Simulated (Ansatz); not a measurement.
Potential energy surface of H2Be, singlet: collinear H-Be-H surface. Scanned: H-Be distance and Be-H distance.

Cartesian coordinates as functions of the variables (Å; names that start with a are angles):
```
H  0  0  -r1
Be  0  0  0
H  0  0  r2
```

Method: MP2 on RHF/aug-cc-pVTZ, frozen core (Ansatz, a first-principles code).

Energy in eV above the lowest grid point; x is the H-Be distance (Å), y the Be-H distance (Å).

```csv
y \ x,1.13,1.20,1.28,1.32,1.39,1.45,1.55,1.64,1.73,1.88,2
2,2.011,1.754,1.622,1.605,1.636,1.712,1.909,2.139,2.401,2.871,3.256
1.86,1.570,1.313,1.179,1.162,1.192,1.267,1.463,1.692,1.952,2.422,2.807
1.75,1.234,0.976,0.841,0.823,0.852,0.926,1.121,1.349,1.609,2.077,2.461
1.64,0.922,0.663,0.527,0.509,0.537,0.610,0.804,1.031,1.289,1.756,2.139
1.53,0.657,0.398,0.261,0.242,0.270,0.342,0.534,0.759,1.016,1.481,1.864
1.44,0.498,0.239,0.102,0.083,0.109,0.180,0.371,0.595,0.851,1.315,1.696
1.39,0.442,0.183,0.046,0.026,0.053,0.124,0.313,0.537,0.793,1.255,1.636
1.33,0.416,0.157,0.020,0.000,0.026,0.096,0.285,0.509,0.763,1.225,1.605
1.25,0.471,0.212,0.075,0.055,0.081,0.151,0.339,0.561,0.815,1.275,1.655
1.20,0.573,0.314,0.177,0.158,0.183,0.253,0.441,0.663,0.916,1.376,1.754
1.13,0.830,0.573,0.436,0.417,0.442,0.512,0.700,0.922,1.175,1.633,2.011
```

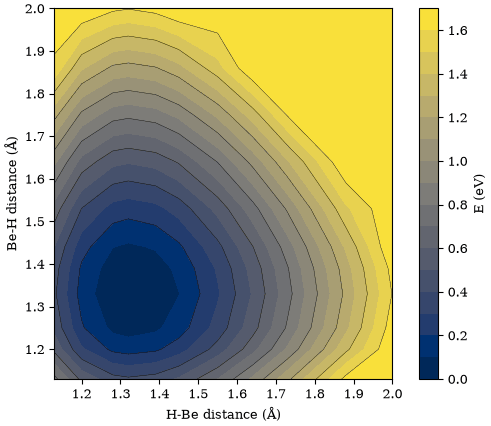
*Energy surface, cut off at 2 eV.*

Points that lie below all their neighbours on the grid: x = 1.32, y = 1.33 (0.000 eV).
